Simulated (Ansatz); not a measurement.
# U-revPBE/STO-3G run of AlNH2F (SMILES [NH2][Al][F])

Aim: the electronic atomisation energy of AlNH2F at U-revPBE/STO-3G, from 5 runs. 

Program for the calculation: Ansatz 0.2.0.

62 further runs of the same task are left out: 3 that didn't finish, 59 set aside as unsound or not needed.

### Step 1. Starting point

AlNH2F: 5 atoms, total charge 0, spin state doublet. As SMILES, `[NH2][Al][F]`. The shape is that of a PBE0-D4/def2-TZVP optimisation. This is one conformer, not always the lowest.

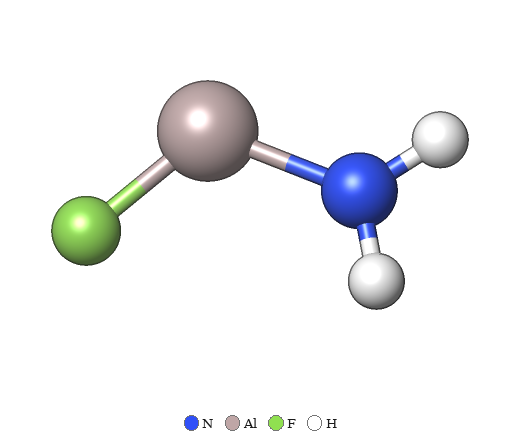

Viewed from a chosen angle; nitrogen blue, aluminium light grey, fluorine green, hydrogen white.

### Step 2. The energy at U-revPBE/STO-3G

in.yaml reads:

```yaml
crystal:
  periodic: [false, false, false]
  atoms:
    - {symbol: N, position_ang: [-0.384700, 0.499000, -0.263800]}
    - {symbol: Al, position_ang: [0.632000, -0.282800, 0.949500]}
    - {symbol: F, position_ang: [1.228700, -1.786800, 0.590000]}
    - {symbol: H, position_ang: [-0.804300, 1.408300, -0.162700]}
    - {symbol: H, position_ang: [-0.621700, 0.088600, -1.154400]}
basis:
  gaussian: {orbitals: STO-3G}
magnetization: {spin_polarized: true, initial_magnetization: 1}
hamiltonian: {xc: {name: revPBE}}
accuracy: high
```

On the command line:

```bash
ansatz run in.yaml --threads 1 --pin off --max-ram 2610MiB --events-out events.jsonl --progress --plain --runs-dir runs
```

Output:

```text
Warning: RAYON_NUM_THREADS=1 ignored (pool sized by the plan → 1); use --threads N
Functional definition: revPBE
  name "revPBE"
  parameter kappa = 1.245
  parameter beta = 0.06672455060314922
  exchange = pbe_x(kappa = kappa, mu = beta*pi^2/3)
  correlation = pbe_c(beta = beta)
378 factors; integrals over basis functions are off by at most 3.4e-8 eV
mean field evaluation 1: about -10691.2394 eV, gradient 2.1e1 eV
mean field evaluation 2: about -10669.0443 eV, gradient 5.6e1 eV
mean field evaluation 4: about -10694.0620 eV, gradient 4.7e0 eV
mean field evaluation 8: about -10694.2058 eV, gradient 3.7e-2 eV
mean field evaluation 16: about -10694.2058 eV, gradient 2.3e-7 eV
mean field -10694.20581083 eV, -393.0048147550 hartree, gradient 3.6e-8 eV, S^2 0.752399; 0 other end points of the search recorded, 0 dependent functions left out
reference -10694.20581321 eV, -393.0048148424 hartree; 16, 15 occupied and 5, 6 virtual orbitals, 378 factors
Total energy: -10694.20581321 eV, -393.0048148424 hartree
```

Run time: 1.9 s. Hardware: 1 thread of Arm Neoverse V1, shared host; peak memory 0.13 GiB.

### Step 3. The Al atom, same level

run.yaml reads:

```yaml
crystal:
  periodic: [false, false, false]
  atoms:
    - {symbol: Al, position_ang: [0.000000, 0.000000, 0.000000]}
basis:
  gaussian:
    orbitals: STO-3G
accuracy: high
magnetization:
  spin_polarized: true
  initial_magnetization: 1
hamiltonian:
  xc: {name: revPBE}
```

On the command line:

```bash
ansatz run run.yaml --threads 1 --pin off --max-ram 2610MiB --events-out events.jsonl --progress --plain --runs-dir runs
```

Output, cut to the lines that bear on the results:

```text
Warning: RAYON_NUM_THREADS=1 ignored (pool sized by the plan → 1); use --threads N
[... 6 set-up lines as earlier in the session ...]
42 factors; integrals over basis functions are off by at most 1.7e-9 eV
mean field evaluation 1: about -6510.5578 eV, gradient 1.5e0 eV
mean field evaluation 2: about -6510.5647 eV, gradient 3.8e-1 eV
mean field evaluation 4: about -6510.5644 eV, gradient 2.4e-3 eV
mean field evaluation 8: about -6510.5640 eV, gradient 3.5e-1 eV
mean field evaluation 16: about -6510.5644 eV, gradient 3.4e-4 eV
mean field -6510.56444865 eV, -239.2588304688 hartree, gradient 3.1e-8 eV, S^2 0.750001; 1 other end points of the search recorded, 0 dependent functions left out
reference -6510.56445055 eV, -239.2588305386 hartree; 7, 6 occupied and 2, 3 virtual orbitals, 42 factors
Total energy: -6510.56445055 eV, -239.2588305386 hartree
```

Run time: 0.48 s. Hardware: 1 thread of Arm Neoverse V1, shared host.

### Step 4. The F atom, same level

molecule.yaml reads:

```yaml
crystal:
  periodic: [false, false, false]
  atoms:
    - {symbol: F, position_ang: [0.000000, 0.000000, 0.000000]}
basis:
  gaussian:
    orbitals: STO-3G
magnetization:
  spin_polarized: true
  initial_magnetization: 1
hamiltonian:
  xc: {name: revPBE}
accuracy: high
```

Run the same way, it converges to -98.24365 Eh (log not shown).

### Step 5. The H atom, same level

molecule.yaml reads:

```yaml
crystal:
  periodic: [false, false, false]
  atoms:
    - {symbol: H, position_ang: [0.000000, 0.000000, 0.000000]}
basis:
  gaussian:
    orbitals: STO-3G
hamiltonian:
  xc: {name: revPBE}
accuracy: high
magnetization:
  spin_polarized: true
  initial_magnetization: 1
```

On the command line:

```bash
ansatz run molecule.yaml --threads 1 --pin off --max-ram 2610MiB --events-out events.jsonl --progress --plain --runs-dir runs
```

Output, cut to the lines that bear on the results:

```text
Warning: RAYON_NUM_THREADS=1 ignored (pool sized by the plan → 1); use --threads N
[... 6 set-up lines as earlier in the session ...]
1 factors; integrals over basis functions are off by at most 4.6e-10 eV
mean field evaluation 1: about -12.7921 eV, gradient 0.0e0 eV
mean field evaluation 2: about -12.7921 eV, gradient 0.0e0 eV
mean field -12.79208501 eV, -0.4701004535 hartree, gradient 0.0e0 eV, S^2 0.750000; 0 other end points of the search recorded, 0 dependent functions left out
reference -12.79208638 eV, -0.4701005037 hartree; 1, 0 occupied and 0, 1 virtual orbitals, 1 factors
Total energy: -12.79208638 eV, -0.4701005037 hartree
```

Run time: 0.08 s. Hardware: 1 thread of Arm Neoverse V1, shared host.

### Step 6. The N atom at the same level

job.yaml reads:

```yaml
crystal:
  periodic: [false, false, false]
  atoms:
    - symbol: N
      position_ang: [0.000000, 0.000000, 0.000000]
basis:
  gaussian:
    orbitals: STO-3G
magnetization:
  spin_polarized: true
  initial_magnetization: 3
hamiltonian:
  xc: {name: revPBE}
accuracy: high
```

Run the same way, it converges to -53.87487 Eh (log not shown).

### Step 7. Results

Level: U-revPBE/STO-3G.

```
                     quantity          value
       molecule: total energy  -393.00481 Eh
               molecule: ⟨S²⟩          0.752
        Al atom: total energy  -239.25883 Eh
                Al atom: ⟨S²⟩          0.750
         F atom: total energy   -98.24365 Eh
                 F atom: ⟨S²⟩          0.750
         H atom: total energy    -0.47010 Eh
                 H atom: ⟨S²⟩          0.750
         N atom: total energy   -53.87487 Eh
                 N atom: ⟨S²⟩          3.750
electronic atomisation energy      18.702 eV
```

What this shows: Taking the molecule apart into free atoms costs 18.70 eV (1804 kJ/mol), before zero-point energy and without spin-orbit coupling. In a minimal basis such a difference can be off by several eV, whatever the method.
